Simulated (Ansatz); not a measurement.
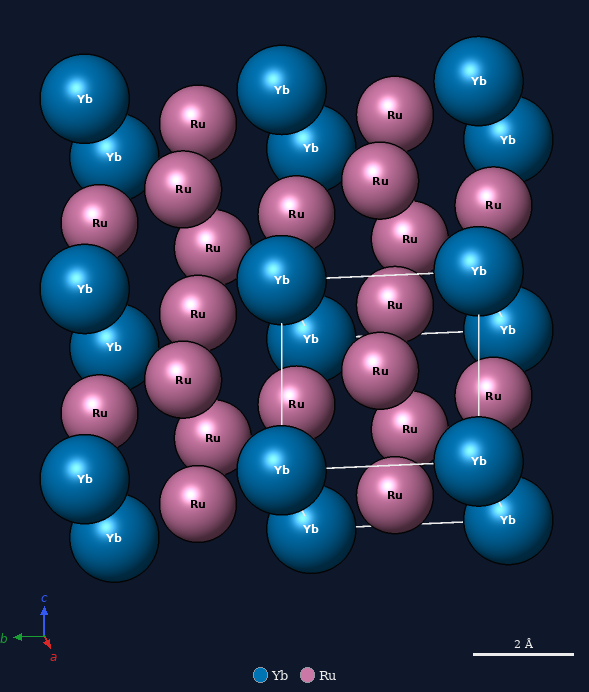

The starting point is crystalline YbRu3 (built on the AuCu3 type). The picture is a spheres-only view of the cell of the calculation, repeated 1 × 2 × 2 with one cell outlined, seen from a free direction.

These are results of DFT PBE, scalar-relativistic, plane waves, PAW (Ansatz 0.2.0), not measurements. Settings: plane-wave cutoff 420 eV; k-point mesh 8 × 8 × 8; occupations gaussian; smearing width 0.05 eV; no spin polarisation.

Change: The cell is strained by +1.0 % along b and none across it (volume +1.0 %), the atoms keeping their fractional coordinates. No relaxation follows.

Input file:
```yaml
crystal:
  lattice:
    - [4.0014744057, 0.0, 0.0]
    - [0.0, 4.0414891498, 0.0]
    - [0.0, 0.0, 4.0014744057]
  atoms:
    - { symbol: Yb, position: [0.0, 0.0, 0.0] }
    - { symbol: Ru, position: [0.0, 0.5, 0.5] }
    - { symbol: Ru, position: [0.5, 0.5, 0.0] }
    - { symbol: Ru, position: [0.5, 0.0, 0.5] }
basis:
  ecutwfc: 420
  ecutrho_ratio: 4
kpoints:
  mp_grid: { grid: [8, 8, 8] }
hamiltonian:
  xc: pbe
scf:
  occupations: { method: gaussian, width: 0.05 }
output:
  forces: true
  stress: true
  eigenvalues: true
```

Run as
```bash
ansatz run input.yaml --threads 2 --pin off --max-ram 2662MiB --backend cpu --events-out ev --progress --plain --runs-dir out
```

**What is the effect?**

Energy change: +1.0 meV per atom. The pressure goes from 0.1 to −1.7 GPa. The principal stresses (compression positive) are −2.2 GPa along b and −1.4 GPa across it. All forces vanish by symmetry. Among the bonded contacts that change: Ru–Yb 2.829 → 2.829 to 2.844 Å, Ru–Ru 2.829 → 2.829 to 2.844 Å. The space group (tolerance 0.01 Å) goes from Pm-3m (No. 221) to P4/mmm (No. 123).

Limits of the set-up: 4f states are treated without a Hubbard U.
